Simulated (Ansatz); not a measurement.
**CH₆FGaN (SMILES [CH3][Ga]([NH3+])[F]) (charge +1): density, localisation and related maps**

Input

```
crystal:
  periodic: [false, false, false]
  atoms:
    - {symbol: C, position_ang: [-3.732199, -1.783198, 0.507617]}
    - {symbol: F, position_ang: [-1.016868, -0.793000, -1.377499]}
    - {symbol: Ga, position_ang: [-1.940757, -1.250108, 0.016650]}
    - {symbol: N, position_ang: [-0.386010, -1.069709, 1.360504]}
    - {symbol: H, position_ang: [-3.798331, -1.969083, 1.588036]}
    - {symbol: H, position_ang: [-3.983808, -2.695013, -0.055017]}
    - {symbol: H, position_ang: [-4.421329, -0.976991, 0.213705]}
    - {symbol: H, position_ang: [-0.542137, -0.367585, 2.095311]}
    - {symbol: H, position_ang: [-0.142130, -1.943701, 1.844199]}
    - {symbol: H, position_ang: [0.445903, -0.774257, 0.831251]}
basis:
  gaussian: {orbitals: def2-TZVPD}
total_charge: 1
hamiltonian: {xc: {name: PBE0}}
output: {forces: true, orbitals: {seedname: orbitals}}
```

Run with:

```sh
ansatz run input.yaml --threads 2 --pin off --max-ram 4350MiB --events-out events.jsonl --progress --plain --runs-dir runs
```

Geometry: B3LYP-D3(BJ)/def2-SVP.

Level of theory: isolated molecule in a Gaussian basis; Kohn-Sham density functional theory, functional PBE0 (Ansatz 0.2.0).

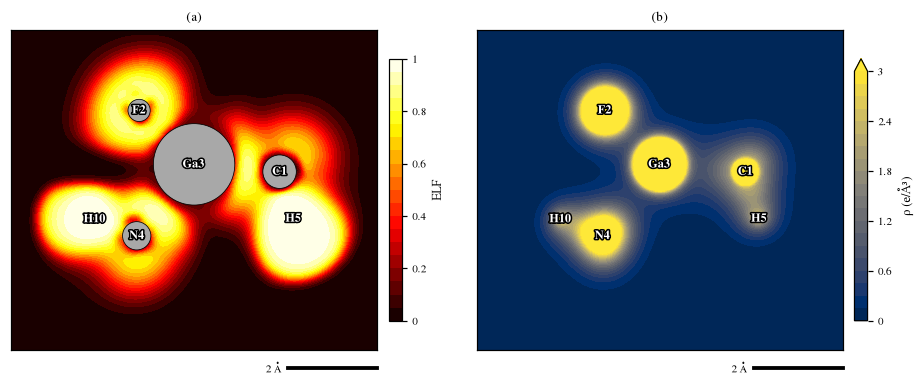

Figure 1. (a) electron localisation function; (b) electron density on the plane of atoms Ga3, N4 and H10. Grey discs cover the atomic cores in the ELF map.

Q: Read the bonding off the picture.

A:
- The section cuts through C, F, Ga, N and H sites.
- Ga–F (1.73 Å): ρ at the midpoint is about 0.96 e/Å³; the ELF peaks at about 0.80 in the valence shell of F, 0.5 Å from its nucleus, and is about 0.20 at the midpoint.
- C–Ga (1.93 Å): ρ at the midpoint is about 0.83 e/Å³; the ELF peaks at about 0.90 in the valence shell of C, 0.7 Å from its nucleus, and is about 0.55 at the midpoint.
- Ga–N (2.06 Å): the density is about 0.58 e/Å³ at the midpoint; the ELF peaks at about 0.95 in the valence shell of N, 0.6 Å from its nucleus, and is about 0.40 at the midpoint.
- N–H (1.03 Å): the density is about 2.9 e/Å³ at the midpoint; the ELF climbs to about 1 towards the hydrogen, as it does in any bond to H: a covalent bond by its length.
- C–H (1.10 Å): ρ is about 2 e/Å³ halfway; the ELF climbs to about 1 towards the hydrogen: a covalent bond by its length.
- The ELF also peaks beside F2, away from the bonds: lone-pair regions.

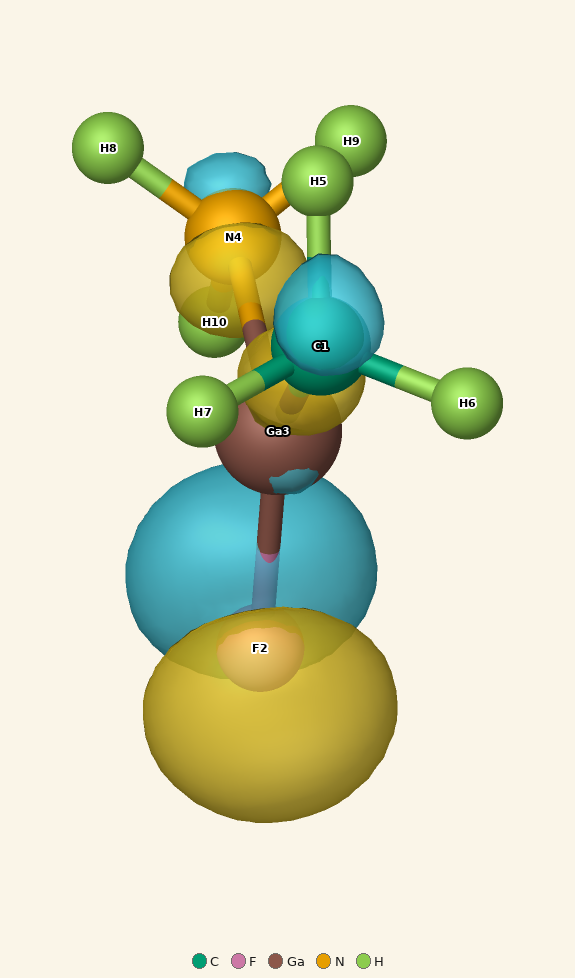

Figure 2. The HOMO−1 at ±0.15 Å⁻³ᐟ² (yellow and cyan are the two phases), seen at an oblique angle.

Q: Describe this orbital and give its energy.

A: By Hirshfeld shares it lies mainly on F2 (about 80 %) and Ga3 (about 10 %); largely a lone pair of F2. Its energy is −15.75 eV.
